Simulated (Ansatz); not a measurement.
Effort and miss along a sweep of kpoints.mp_grid.grid: Sn (Fd-3m, 2 atoms in the cell)

```yaml
crystal:
  lattice:
    - [0.00000, 3.33098, 3.33098]
    - [3.33098, 0.00000, 3.33098]
    - [3.33098, 3.33098, 0.00000]
  atoms:
    - { symbol: Sn, position: [0.00000, 0.00000, 0.00000] }
    - { symbol: Sn, position: [0.25000, 0.25000, 0.25000] }
```

Method of the run: LDA (PW92), PAW files made with PBE (plane waves; Ansatz, a quantum-chemistry and plane-wave program).

Base settings: basis.ecutwfc = 420 eV; kpoints.mp_grid.grid = 9 9 9; hamiltonian.xc = lda; hamiltonian.pseudopotentials = {kind: paw} (an earlier, softer set of the program's PAW files); scf.occupations.method = fermi_dirac; scf.occupations.width = 0.136 eV.

Misses are taken against the tightest run, 21 21 21, which need not be fully converged itself. The energy is the free energy per atom.

The count of work is k-points × plane waves × bands × iterations; it is no time, and leaves out set-up, grids and terms that scale otherwise. 

The starting cell comes from a database of computed structures (which also holds hypothetical and non-ambient phases and stackings), without a prior relaxation at this level. Its lattice was rescaled by a random factor within 2.5 % of one. In the base run, with a pressure of about -3 GPa the cell is away from its equilibrium volume at this level. Ansatz's pressure includes its estimate of the finite-basis (Pulay) stress.

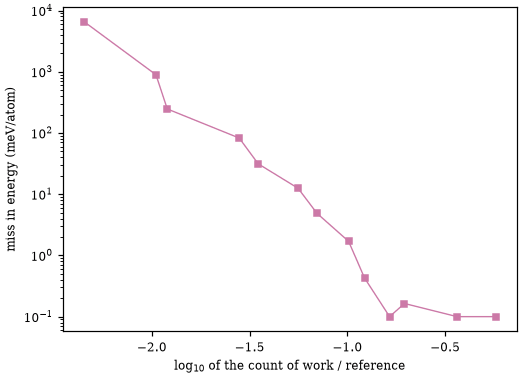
Figure: Miss against the count of work; the reference run is not drawn, and misses under 0.1 meV/atom are drawn there.

```tsv
kpoints.mp_grid.grid	energy less reference (meV/atom)	pressure less reference (GPa)	count of work / reference
1 1 1	6595.29	48.55	0.0045
2 2 2	894.43	7.19	0.010
3 3 3	246.89	1.72	0.012
4 4 4	82.66	0.61	0.028
5 5 5	31.38	0.30	0.035
6 6 6	12.50	0.17	0.056
7 7 7	4.86	0.10	0.070
8 8 8	1.70	0.06	0.10
9 9 9	0.43	0.03	0.12
10 10 10	-0.04	0.02	0.16
11 11 11	-0.16	0.01	0.20
14 14 14	-0.08	0.00	0.36
17 17 17	-0.01	0.00	0.58
21 21 21	0.00	0.00	1.0
```

Coarsest setting among those run that, with all tighter ones, holds the energy within 10 meV/atom of the reference: 7 7 7, off by 4.9 meV/atom; it needs 0.070 of the reference's count of work.

Coarsest setting among those run that, with all tighter ones, holds the energy within 0.5 meV/atom of the reference: 9 9 9, off by 0.43 meV/atom; it needs 0.12 of the reference's count of work.

The step from 7 7 7 to 10 10 10: it takes the miss in the energy from 4.9 to 0.04 meV/atom, for 2.3 times the count of work.

Keys are those of Ansatz 0.2.
